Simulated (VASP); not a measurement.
**Pt with LDA: from relaxation to properties**

How well does LDA reproduce what experiment finds for Pt? The cell is relaxed first, and properties follow on it. The steps: relaxing cell and atoms (LDA), second relaxation, density, ELF and potential (LDA), band structure (LDA), density of states (LDA), core levels (LDA) and band structure (LDA + SOC). Left out of this account: 1 further run (relaxation: a spoilt try). The start is a cell from a database of measured crystal structures.

Program: VASP 6.6.1. Level of theory: LDA; plane waves and PAW (Pt), in the first sound run; inputs show where later runs differ. Results are calculated unless marked as measured.

**What experiment says.**

For Pt, fcc (Pt in the cooled residue of the platinate partly decomposed at about 960 C), “Crystal structure of Nd10.67Pt4O24, a new neodymium platinate” (2024, arxiv:2412.16732) gives, by powder X-ray diffraction, Rietveld: lattice constant a (a, cubic cell) 3.9227 ± 0.0002 Å [Pt in a mixed-phase decomposition product after thermogravimetry; sample displacement …].

Report form: the programs' logs are mostly left out.

### 1. Starting point

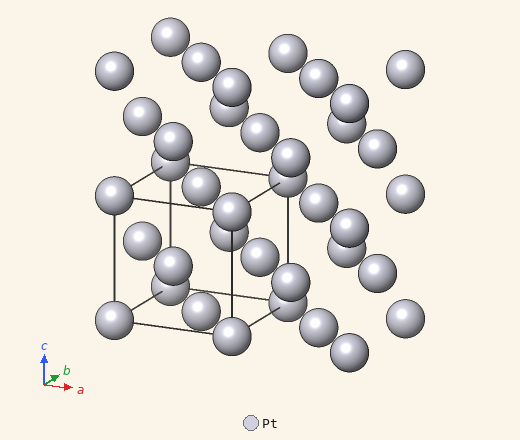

The starting structure, seen from a free direction (platinum light grey). 2×1×2 cells are drawn. This picture shows the conventional cell, with its axes. Some periodic images of atoms are drawn too.

As a file:

```xyz
1
Lattice="0.0000 1.9609 1.9609 1.9609 0.0000 1.9609 1.9609 1.9609 0.0000" Properties=species:S:1:pos:R:3 pbc="T T T"
Pt    0.0000    0.0000    0.0000
```

### 2. Relaxing cell and atoms (LDA)

Properties are meant for the cell that this level of theory prefers, so cell and atoms are relaxed first (ISIF = 3) until forces and stress are small; EDIFFG sets the threshold. LDA, the lowest rung, knows the local density alone.

Contents of INCAR:

```
SYSTEM = Pt
PREC = Accurate
ENCUT = 400
EDIFF = 1E-06
NELM = 100
ISMEAR = 1
SIGMA = 0.2
LREAL = .FALSE.
ALGO = Normal
GGA = CA
NBANDS = 11
LASPH = .TRUE.
LORBIT = 11
LWAVE = .FALSE.
LCHARG = .FALSE.
KPAR = 2
IBRION = 2
NSW = 60
ISIF = 3
EDIFFG = -0.01
```

Contents of POSCAR:

```
Pt
1.0
    0.0000000000      1.9609000000      1.9609000000
    1.9609000000      0.0000000000      1.9609000000
    1.9609000000      1.9609000000      0.0000000000
Pt
1
Direct
    0.0000000000      0.0000000000      0.0000000000
```

Contents of KPOINTS:

```
Automatic mesh
0
Gamma
10 10 10
0 0 0
```

Potentials, in the order of the species: Pt (LDA family, release 64).

Launch:

```bash
$ mpirun -np 2 vasp_std
```

It took 4 s on 2 MPI ranks of Intel Xeon 6975P-C (Granite Rapids), shared host; peak memory 0.22 GiB.

The k-mesh is coarse for a metal. The run keeps the 48 symmetry operations of its start, so it cannot find a distortion of lower symmetry.

Step by step:

```
step  energy less that of the first step (eV)  largest force (eV/Å)  pressure (GPa)  volume (Å³)
   1                                   0.0000                0.0000           -5.44        15.08
   2                                   0.0435                0.0000           20.22        13.99
   3                                  -0.0048                0.0000           -0.13        14.81
   4                                  -0.0048                0.0000           -0.01        14.80
```

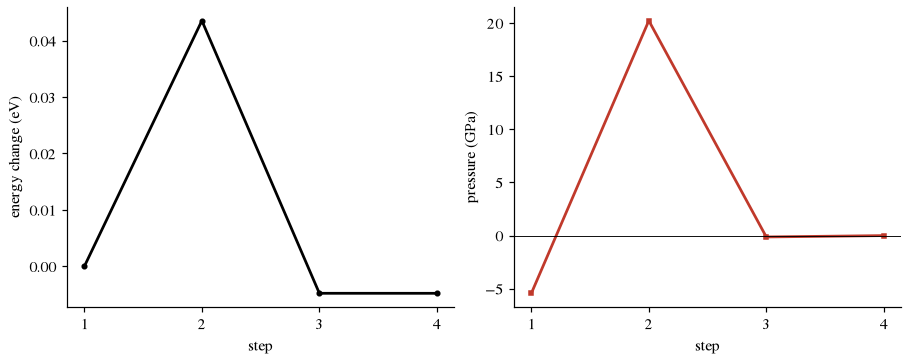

Energy and pressure along the relaxation.

```
conventional cell, symmetrised  before  after  change
                         a (Å)   3.922  3.898  -0.6 %
                         b (Å)   3.922  3.898  -0.6 %
                         c (Å)   3.922  3.898  -0.6 %
              volume (Å³/atom)   15.08  14.80  -1.8 %
```

Final coordinates:

```xyz
1
Lattice="0.0000 1.9488 1.9488 1.9488 0.0000 1.9488 1.9488 1.9488 0.0000" Properties=species:S:1:pos:R:3 pbc="T T T"
Pt    0.0000    0.0000    0.0000
```

Numbers from this step:

```
electrons                       : 10
bands                           : 11
irreducible k-points            : 47
symmetry operations             : 48
free energy (TOTEN)             : -7.488 eV
energy at zero smearing         : -7.489 eV
Fermi energy                    : 11.53 eV
pressure                        : -0.007623 GPa
metallic                        : yes
SCF cycles over all ionic steps : 28
```

It ends with forces that vanish by symmetry and a pressure of -0.01 GPa. The volume lies -1.8 % from that of the database's start, which holds the thermal and zero-point expansion of its experiment.

### 3. Second relaxation

The basis stayed that of the start cell while the cell moved. A rerun from the cell reached resets it; the error of the finite cutoff stays.

INCAR is that of step 2.

Contents of POSCAR:

```
Pt
1.0
    0.0000000000      1.9488400081      1.9488400081
    1.9488400081      0.0000000000      1.9488400081
    1.9488400081      1.9488400081      0.0000000000
Pt
1
Direct
    0.0000000000      0.0000000000      0.0000000000
```

KPOINTS is that of step 2.

Launch:

```bash
$ mpirun -np 2 vasp_std
```

It took 2.6 s on 2 MPI ranks; peak memory 0.21 GiB; 3.8 s of CPU time.

Little changed from the start: no atom moved by 0.005 Å and no cell edge by 0.1 %.

This step gave:

* pressure: -0.04314 GPa
* SCF cycles over all ionic steps: 11

It ends with forces that vanish by symmetry and a pressure of -0.04 GPa. The volume moved by under 0.01 %: the run met its threshold at the first step.

### 4. Density, ELF and potential (LDA)

A single point on the relaxed cell gives a clean self-consistent state, with density, ELF and potential written out.

INCAR: that of step 3 with these lines changed.

```diff
@@ -14,7 +14,5 @@
 LWAVE = .FALSE.
-LCHARG = .FALSE.
-KPAR = 2
-IBRION = 2
-NSW = 60
-ISIF = 3
-EDIFFG = -0.01
+LCHARG = .TRUE.
+ISIF = 2
+LELF = .TRUE.
+LVHAR = .TRUE.
```

POSCAR is that of step 3.

KPOINTS is that of step 3.

Launch:

```bash
$ mpirun -np 2 vasp_std
```

The job ended after 3.2 s (2 MPI ranks; peak memory 0.2 GiB).

Numbers from this step:

```yaml
scf_cycles: 11
bands: 12
pressure: -0.04305 GPa
```

Valence electrons inside each PAW sphere by angular momentum. Sphere charges, by row:

```
atom  s (e)  p (e)  d (e)  tot (e)
 Pt1  0.647  0.636   8.07    9.353
```

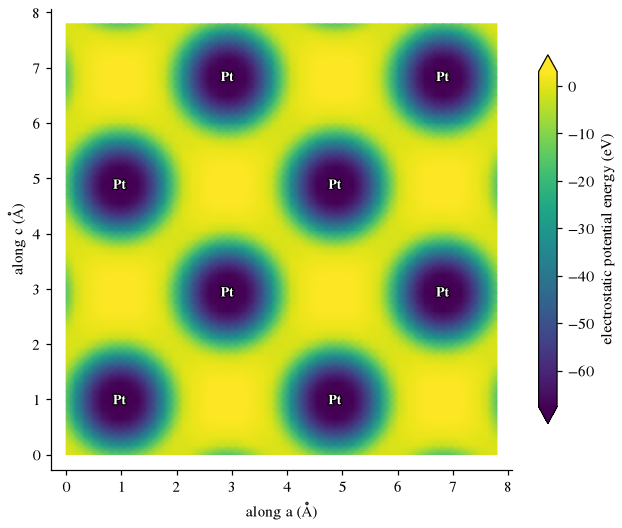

Electrostatic potential energy in the ac plane of the conventional cell at fractional y = 0.000, with atoms of Pt within 0.2 Å of it. With pseudopotentials it is smooth inside the atoms' cores, unlike the true potential. The map starts off the cell's origin, so that atoms lie inside it.

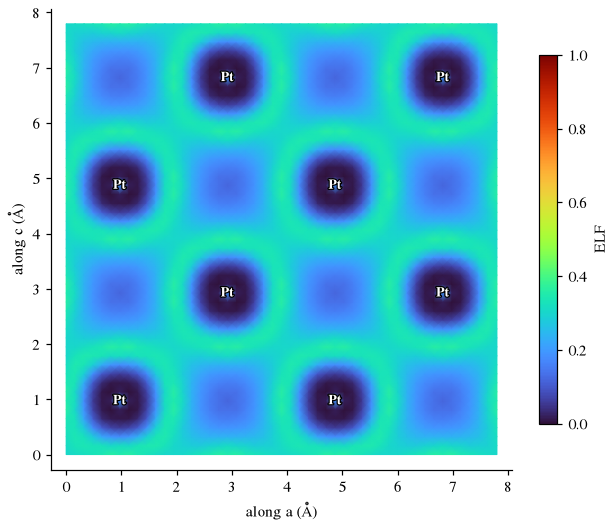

ELF in the ac plane of the conventional cell at fractional y = 0.000, with atoms of Pt within 0.2 Å of it. It is the smooth field of the valence electrons, not physical close to the nuclei. The map starts off the cell's origin, so that atoms lie inside it.

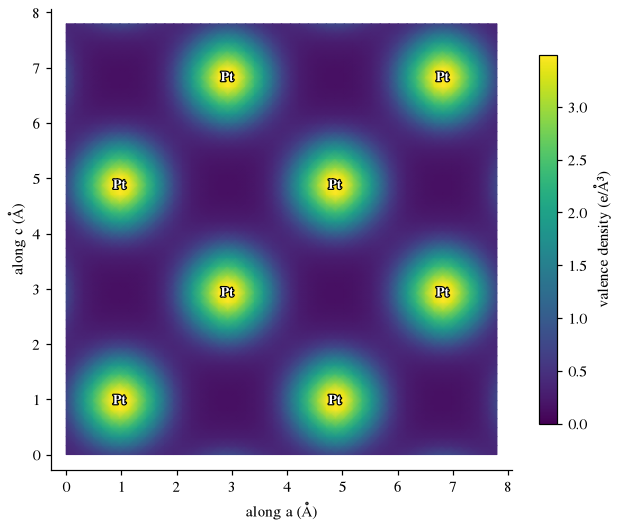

Valence density in the ac plane of the conventional cell at fractional y = 0.000, with atoms of Pt within 0.2 Å of it. It is the smooth field of the valence electrons, not physical close to the nuclei. The map starts off the cell's origin, so that atoms lie inside it.

In this run the pressure is -0.04 GPa, small enough to go on.

### 5. Band structure (LDA)

Levels along the symmetry lines show where the bands peak and cross; KPOINTS_OPT computes them in the converged potential.

Contents of INCAR:

```
SYSTEM = Pt
PREC = Accurate
ENCUT = 400
EDIFF = 1E-06
NELM = 100
ISMEAR = 1
SIGMA = 0.2
LREAL = .FALSE.
ALGO = Normal
GGA = CA
NBANDS = 16
LASPH = .TRUE.
LORBIT = 11
LWAVE = .FALSE.
LCHARG = .FALSE.
KPAR = 2
```

POSCAR is that of step 4.

KPOINTS is that of step 4.

Contents of KPOINTS_OPT:

```
Line mode
16
Line-mode
Reciprocal
  0.00000000   0.00000000   0.00000000 GAMMA
  0.50000000   0.00000000   0.50000000 X

  0.50000000   0.00000000   0.50000000 X
  0.50000000   0.25000000   0.75000000 W

  0.50000000   0.25000000   0.75000000 W
  0.37500000   0.37500000   0.75000000 K

  0.37500000   0.37500000   0.75000000 K
  0.00000000   0.00000000   0.00000000 GAMMA

  0.00000000   0.00000000   0.00000000 GAMMA
  0.50000000   0.50000000   0.50000000 L

  0.50000000   0.50000000   0.50000000 L
  0.62500000   0.25000000   0.62500000 U

  0.62500000   0.25000000   0.62500000 U
  0.50000000   0.25000000   0.75000000 W

  0.50000000   0.25000000   0.75000000 W
  0.50000000   0.50000000   0.50000000 L

  0.50000000   0.50000000   0.50000000 L
  0.37500000   0.37500000   0.75000000 K

  0.62500000   0.25000000   0.62500000 U
  0.50000000   0.00000000   0.50000000 X
```

Launch:

```bash
$ mpirun -np 2 vasp_std
```

It took 7.8 s on 2 MPI ranks; peak memory 0.23 GiB.

Spin-orbit coupling is off here; with elements this heavy it splits and shifts levels by tenths of an eV or more.

Numbers from this step:

* bands: 16
* pressure: -0.04193 GPa

The electronic bands at the labelled points (eV, zero at the Fermi level; # counts the bands kept):

```
    point     #2     #3     #4     #5     #6     #7
        Γ  -3.95  -3.95  -3.95  -1.70  -1.70  14.54
        X  -6.87   0.01   0.49   0.49   1.70   9.05
        W  -4.74  -4.74  -2.10   0.50   7.19   8.34
        K  -5.68  -2.99  -1.38  -0.20   5.74   6.80
        Γ  -3.95  -3.95  -3.95  -1.70  -1.70  14.54
        L  -4.01  -4.01  -0.58   0.03   0.03   5.95
        U  -5.68  -2.99  -1.38  -0.20   5.74   6.80
        W  -4.74  -4.74  -2.10   0.50   7.19   8.34
        L  -4.01  -4.01  -0.58   0.03   0.03   5.95
        K  -5.68  -2.99  -1.38  -0.20   5.74   6.80
jump to U  -5.68  -2.99  -1.38  -0.20   5.74   6.80
        X  -6.87   0.01   0.49   0.49   1.70   9.05
```

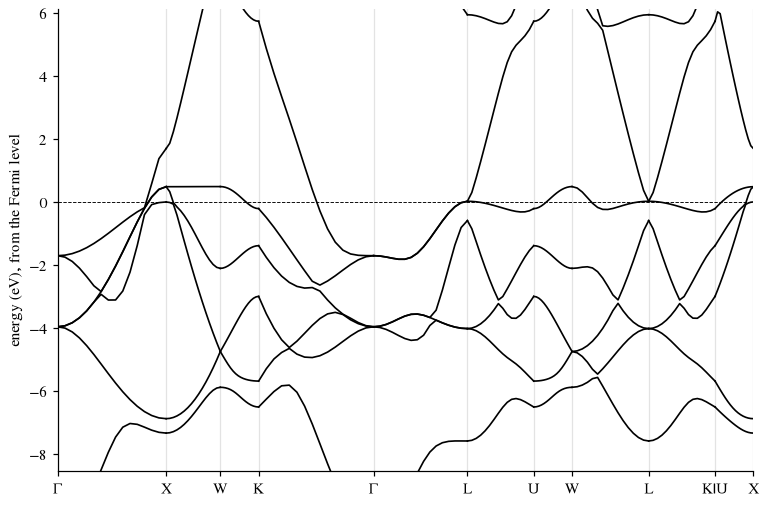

Electronic bands along the path.

There is no gap at this level.

### 6. Density of states (LDA)

Here the states are counted by energy and projected on the atoms. The mesh is finer than in the run before.

INCAR: that of step 5 with these lines changed.

```diff
@@ -5,3 +5,3 @@
 NELM = 100
-ISMEAR = 1
+ISMEAR = -5
 SIGMA = 0.2
@@ -16 +16,2 @@
 KPAR = 2
+NEDOS = 2001
```

POSCAR is that of step 5.

Contents of KPOINTS:

```
Automatic mesh
0
Gamma
14 14 14
0 0 0
```

Launch:

```bash
$ mpirun -np 2 vasp_std
```

It took 5.4 s on 2 MPI ranks; peak memory 0.22 GiB; 9.3 s of CPU time.

With tetrahedra the forces and stress of a metal are not exact derivatives of the energy.

This step gave:

| Property | Result |
| --- | --- |
| irreducible k-points | 104 |
| free energy (TOTEN) | -7.511 eV |
| Fermi energy | 11.49 eV |
| pressure | -0.2660 GPa |
| DOS at the Fermi level | 1.937 states/eV/cell |

The density of states has structure finer than the step of the table below, so its rows give means over 1 eV, whole bins alone (the curve runs from -12.0 to 7.89 eV). Peaks (eV: height): total -3.5: 2.64, -2.9: 1.56, -2.0: 1.63, -0.1: 2.04; Pt d -3.5: 2.33, -2.9: 1.28, -2.0: 1.44, -0.1: 1.95; Pt p -5.2: 0.142, -3.7: 0.207, -2.9: 0.157, 7.6: 0.147; Pt s -6.9: 0.247, -3.9: 0.0617, 6.1: 0.161.

States under -12.0 eV and over 7.9 eV are left out. Table of density of states by energy, zero at the Fermi level; means over each step; values in states/eV/cell:

```
energy (eV)   total     Pt d     Pt p    Pt s
        -11       0        0        0       0
        -10  0.0361   1.9e-4  0.00140  0.0283
         -9  0.0930  0.00358  0.00777  0.0661
         -8   0.195   0.0358   0.0208   0.110
         -7   0.905    0.537   0.0559   0.221
         -6    1.24    0.967   0.0716  0.0998
         -5    1.19    0.988   0.0918  0.0167
         -4    1.79     1.49    0.152  0.0429
         -3    1.30     1.10    0.107  0.0244
         -2    1.32     1.16   0.0740  0.0179
         -1    1.10     1.01   0.0390  0.0106
          0    1.40     1.32   0.0275  0.0136
          1   0.287    0.207   0.0438  0.0227
          2   0.276    0.162   0.0647  0.0310
          3   0.270    0.133   0.0780  0.0385
          4   0.250    0.103   0.0788  0.0458
          5   0.231   0.0779   0.0699  0.0589
          6   0.271   0.0852   0.0516   0.104
          7   0.323   0.0851   0.0921   0.103
```

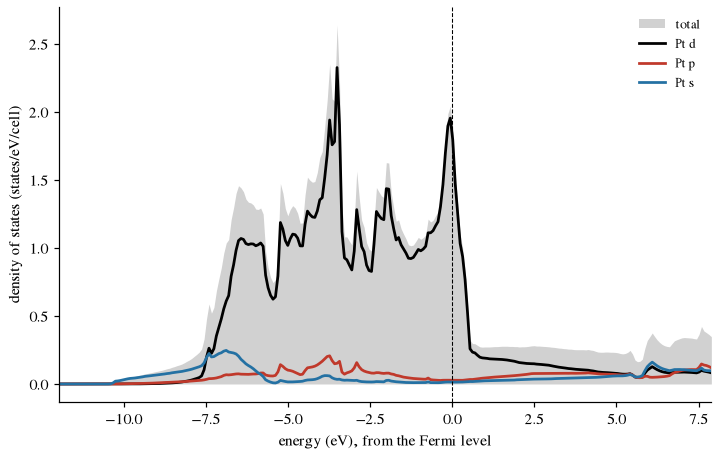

Density of states, plotted against energy.

The finer mesh and the other smearing move the Fermi level by -0.04 eV from the 10×10×10 run, a small shift, which tests the Fermi level alone. Of the states within 0.3 eV of the Fermi level, the largest shares in the PAW spheres are Pt d 95 %. The rest lies in smaller channels or between the spheres.

### 7. Core levels (LDA)

ICORELEVEL = 1 prints the core eigenvalues in the potential of the ground state.

Contents of INCAR:

```
SYSTEM = Pt
PREC = Accurate
ENCUT = 400
EDIFF = 1E-06
NELM = 100
ISMEAR = 1
SIGMA = 0.2
LREAL = .FALSE.
ALGO = Normal
GGA = CA
NBANDS = 11
LASPH = .TRUE.
LORBIT = 11
LWAVE = .FALSE.
LCHARG = .FALSE.
KPAR = 2
ICORELEVEL = 1
```

POSCAR is that of step 6.

Contents of KPOINTS:

```
Automatic mesh
0
Gamma
10 10 10
0 0 0
```

Launch:

```bash
$ mpirun -np 2 vasp_std
```

The job ended after 2.6 s (2 MPI ranks; peak memory 0.21 GiB; 3.8 s of CPU time).

These are scalar-relativistic Kohn-Sham levels of the ground state, with no core hole, so they are not binding energies.

Numbers from this step:

| Quantity | Value |
| --- | --- |
| bands | 11 |
| irreducible k-points | 47 |
| free energy (TOTEN) | -7.488 eV |
| Fermi energy | 11.53 eV |
| pressure | -0.04314 GPa |

Kohn-Sham core levels. Core levels, by row:

```
atom  shell  level below the Fermi level (eV)
 Pt1     1s                             77846
 Pt1     2s                             13687
 Pt1     2p                             11879
 Pt1     3s                              3214
 Pt1     3p                              2687
 Pt1     3d                              2113
 Pt1     4s                             687.4
 Pt1     4p                             514.1
 Pt1     4d                             303.1
 Pt1     4f                             67.67
 Pt1     5s                             98.27
 Pt1     5p                             52.65
```

### 8. Band structure (LDA + SOC)

This step: LDA, spin-orbit coupling; plane waves and PAW (Pt) (VASP 6.6.1).

Levels along the symmetry lines show where the bands peak and cross; KPOINTS_OPT computes them in the converged potential. Spin-orbit coupling needs spinors and the noncollinear program, where each band holds one electron.

INCAR: that of step 7 with these lines changed.

```diff
@@ -10,4 +10,9 @@
 GGA = CA
-NBANDS = 11
+LNONCOLLINEAR = .TRUE.
+MAGMOM = 0 0 0
+NBANDS = 22
+GGA_COMPAT = .FALSE.
 LASPH = .TRUE.
+LSORBIT = .TRUE.
+LMAXMIX = 4
 LORBIT = 11
@@ -16,2 +21 @@
 KPAR = 2
-ICORELEVEL = 1
```

POSCAR is that of step 7.

Contents of KPOINTS:

```
Automatic mesh
0
Gamma
8 8 8
0 0 0
```

KPOINTS_OPT is that of step 5.

Launch:

```bash
$ mpirun -np 2 vasp_ncl
```

Wall time 16 s (2 MPI ranks); peak memory 0.27 GiB.

Numbers from this step:

* bands: 22
* irreducible k-points: 29
* free energy (TOTEN): -7.881 eV
* energy at zero smearing: -7.877 eV
* Fermi energy: 11.58 eV
* pressure: 0.6987 GPa

On-site spin-orbit energy by atom:

```
atom  on-site spin-orbit energy (eV)
 Pt1                          -0.792
```

The electronic bands at the labelled points (eV, zero at the Fermi level; # counts the bands kept):

```
    point     #5     #6     #7     #8     #9    #10    #11    #12
        Γ  -4.47  -4.47  -3.50  -3.50  -1.59  -1.59  -1.59  -1.59
        X  -0.26  -0.26   0.06   0.06   1.03   1.03   1.46   1.46
        W  -4.77  -4.77  -2.07  -2.07   0.46   0.46   7.12   7.12
        K  -3.16  -3.16  -1.47  -1.47  -0.15  -0.15   5.61   5.61
        Γ  -4.47  -4.47  -3.50  -3.50  -1.59  -1.59  -1.59  -1.59
        L  -3.63  -3.63  -0.73  -0.73  -0.34  -0.34   0.31   0.31
        U  -3.16  -3.16  -1.47  -1.47  -0.15  -0.15   5.61   5.61
        W  -4.77  -4.77  -2.07  -2.07   0.46   0.46   7.12   7.12
        L  -3.63  -3.63  -0.73  -0.73  -0.34  -0.34   0.31   0.31
        K  -3.16  -3.16  -1.47  -1.47  -0.15  -0.15   5.61   5.61
jump to U  -3.16  -3.16  -1.47  -1.47  -0.15  -0.15   5.61   5.61
        X  -0.26  -0.26   0.06   0.06   1.03   1.03   1.46   1.46
```

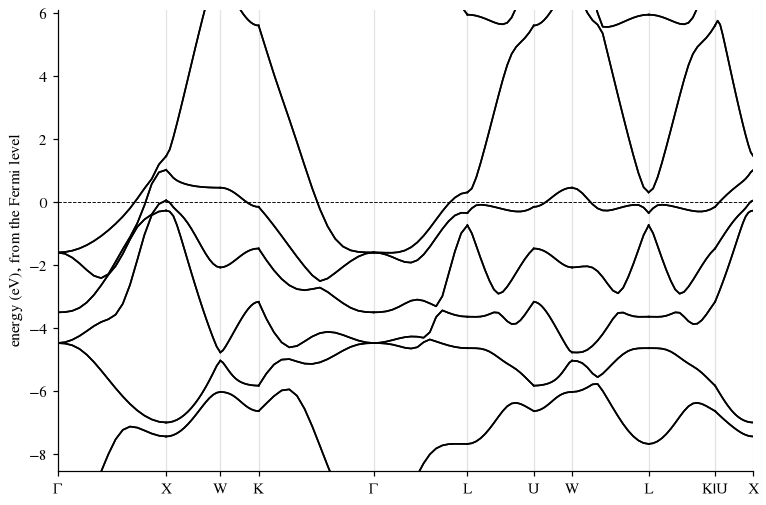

Electronic bands along the path.

At these settings, which differ from those of the relaxation, the cell is under a pressure of 0.7 GPa.

### 9. Results

| Quantity | Value |
| --- | --- |
| relaxed volume | 14.80 Å³/atom |
| relaxed conventional cell a, b, c | 3.898, 3.898, 3.898 Å |
| space group after relaxing, within 0.02 Å | Fm-3m (No. 225) |
| band gap | none, a metal |
| DOS at the Fermi level | 1.94 states/eV/cell |
| shallowest level of the frozen cores | Pt1 5p, 52.6 eV deep |
| band gap (LDA + SOC) | none, a metal |

With LDA, Pt relaxes to 14.80 Å³/atom in space group Fm-3m (held by the symmetry of the run) and comes out as a metal. Against the listed cell the volume lies -1.8 %. Band structure (LDA): Of the bands kept, 4 cross the Fermi level on this path. Band structure (LDA + SOC): Of the bands kept, 6 cross the Fermi level on this path (spinor bands, one electron each). The k-sampling is coarse for a metal, so the Fermi level, pressures and the shape of the cell carry errors. No search among competing phases was made. All values are for a static lattice at zero temperature.

Computed beside measured:

| quantity | measured | LDA |
| --- | --- | --- |
| lattice constant a (Å) | 3.9227 | 3.898 (-0.6 %) |

Measured values from arxiv:2412.16732 (2024).

Verdict: The lattice constant a is off by -0.6 %: good agreement. The grades are ours: good and fair within 0.7 and 1.5 % for the lattice constant a. For lattice constants the calculation has a static lattice, without zero-point motion or thermal expansion.

[Lines on the potential files, build, host, timing and source positions are cut from VASP's logs without a mark.]

[Logs are printed without paths, hosts, clocks, repeated set-up lines and the standing remarks that a program may print on its own settings, such as how far it seeks lower states.]

[Hosts, paths, dates, database ids (printed as entryN), source tags and the programs' standing remarks are cut or masked in the printed files.]

[A measured line is paired with the nearest computed mode of its activity, which favours agreement.]
